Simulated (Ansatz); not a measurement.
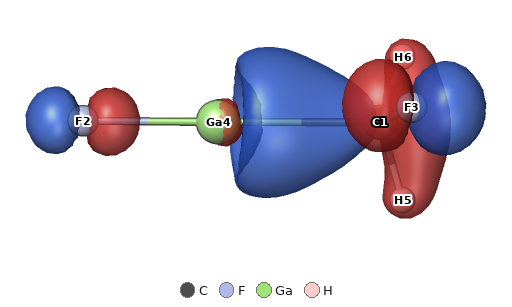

CH2F2Ga (SMILES F[CH2][Ga+][F]) (charge +1). The HOMO at ±0.2 Å⁻³ᐟ² (red and blue are the two phases), seen from one side.

Geometry: B3LYP-D3(BJ)/6-311G**.

All numbers below come from Ansatz, isolated molecule in a Gaussian basis; Kohn-Sham density functional theory, functional PBE0.

| atom | x (Å) | y (Å) | z (Å) |
| --- | --- | --- | --- |
| C | -1.7685 | 0.8482 | 0.7470 |
| F | -3.4541 | -1.4647 | -1.6807 |
| F | -2.7409 | 1.2657 | 1.5710 |
| Ga | -2.6484 | -0.4195 | -0.5969 |
| H | -1.0177 | 0.2446 | 1.2606 |
| H | -1.3545 | 1.6601 | 0.1460 |

> Describe this orbital and give its energy.

Its weight (Hirshfeld) is mainly on F3 (about 30 %), Ga4 (about 30 %), C1 (about 20 %) and F2 (about 10 %). Its energy is −15.61 eV.
